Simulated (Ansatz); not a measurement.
A series of calculations on Si2H4Cl3F

**1. Relaxation**

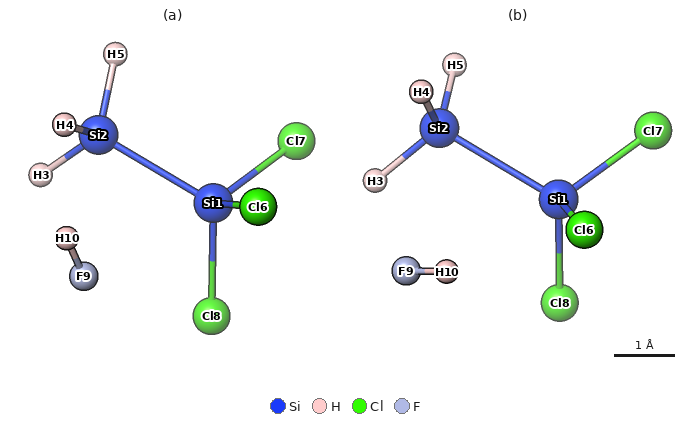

The structure of Si2H4Cl3F before (left) and after (right) a relaxation, at one scale.

The picture is a ball-and-stick view, seen at a tilt.

The run prepares an end point of a later path (reaction) calculation, from a guessed geometry.

The calculation used RKS B3LYP/6-31G* in Ansatz. (no spin polarisation; force threshold 0.03 eV/Å; at most 50 steps)

Describe what moved and what it gained.

The largest move after the best rigid fit is that of H10, 0.87 Å. Largest moves by element: H 0.87 Å, Cl 0.53 Å, F 0.48 Å, Si 0.19 Å. Near-neighbour distances that change, for instance: Si1–Si2 2.259 → 2.356 Å, Si1–Cl6 2.079 → 2.102 Å, Si1–Cl7 2.087 → 2.075 Å, Si2–H4 1.491 → 1.483 Å. Bond angles that change, for instance: Si2–Si1–Cl7 107.3° → 110.3°, H4–Si2–H5 106.6° → 109.5°, Si2–Si1–Cl8 116.1° → 113.3°. Groups turn about Si1–Si2 by about 35°. After 18 accepted moves (22 points after the start) the energy has fallen by 23.0 kJ/mol. The largest force component goes from 1.3 to 0.012 eV/Å. The line search rejected the trial steps at points 6, 10, 14, 18 of the run. The forces were under the threshold at step 17, but the run went on from there. Cost: 64 s on 4 threads of Arm Neoverse V1, with other jobs on the host, peak memory 0.33 GiB.

**2. Relaxation**

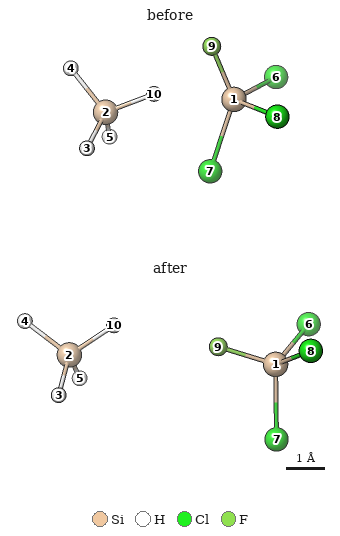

The structure of Si₂H₄Cl₃F before (top) and after (bottom) a relaxation, at one scale.

The picture is a ball-and-stick view, seen at a tilt.

The run prepares an end point of a later path (reaction) calculation, from a guessed geometry.

These are results of RKS B3LYP/6-31G* (Ansatz 0.2.0), not measurements. Settings: no spin polarisation; force threshold 0.03 eV/Å; at most 50 steps.

### What changed between the two?

The atom that moves furthest after the best rigid fit is Cl7 (1.82 Å). By element the largest moves are Cl 1.82 Å, F 1.30 Å, H 1.22 Å, Si 1.15 Å. Some distances before and after: Si2–Cl7 3.189 → 5.949 Å, Si1–H10 2.136 → 4.427 Å, Si1–Cl7 2.085 → 2.039 Å, Si2–H10 1.444 → 1.484 Å. Bond angles that change, for instance: Cl7–Si1–F9 140.7° → 108.3°, Cl7–Si1–Cl8 100.3° → 110.5°, Cl8–Si1–F9 98.9° → 108.4°. After 30 accepted moves (32 points after the start) the energy has fallen by 27.7 kcal/mol. Largest force component: 2 eV/Å at the start, 0.0043 eV/Å at the end. The line search rejected the trial steps at points 21, 23 of the run. The forces were under the threshold at step 10, but the run went on from there.

**3. Path**

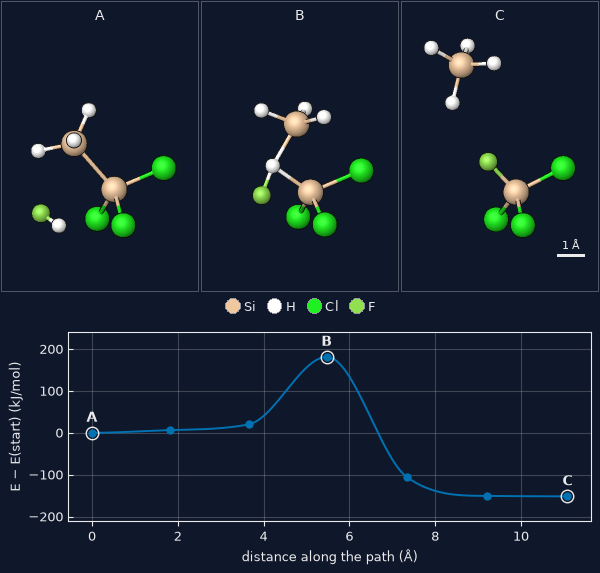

NEB run on Si$_{2}$H$_{4}$Cl$_{3}$F, made up at the start of Si$_{2}$H$_{3}$Cl$_{3}$ and HF. Images are numbered from 0 (start) to 6 (end). Frames A to C are images 0, 3, 6. Style: ball-and-stick. Shown at a tilt.

Method: RKS B3LYP/6-31G* in Ansatz. Run with 5 movable images; climbing image; force threshold 0.05 eV/Å; iteration limit 60; starting path through a guess of the saddle point.

Describe the mechanism and the energy profile.

Answer. Forward barrier 181.4 kJ/mol, backward barrier 333.1 kJ/mol, with image 3 at the top; the reaction energy is −151.8 kJ/mol. Breaking: F–H (0.94 → 2.87 Å), Si–Si (2.36 → 5.54 Å). Forming: F–Si (3.23 → 1.59 Å), H–Si (3.40 → 1.48 Å). The band converged in 26 iterations. The largest component of the band force went from 190 to 0.035 eV/Å. The climbing image converged on the top of the path. Its vibrational analysis gives one imaginary mode (1129i cm⁻¹), as a transition state must have.

Limits of the set-up: the start holds two separate molecules, 2.4 Å apart at their closest, whose relative position is a soft coordinate and is computed without a dispersion correction.

Cost: 6 min on 4 threads of Arm Neoverse V1, with other jobs on the host, peak memory 0.34 GiB.
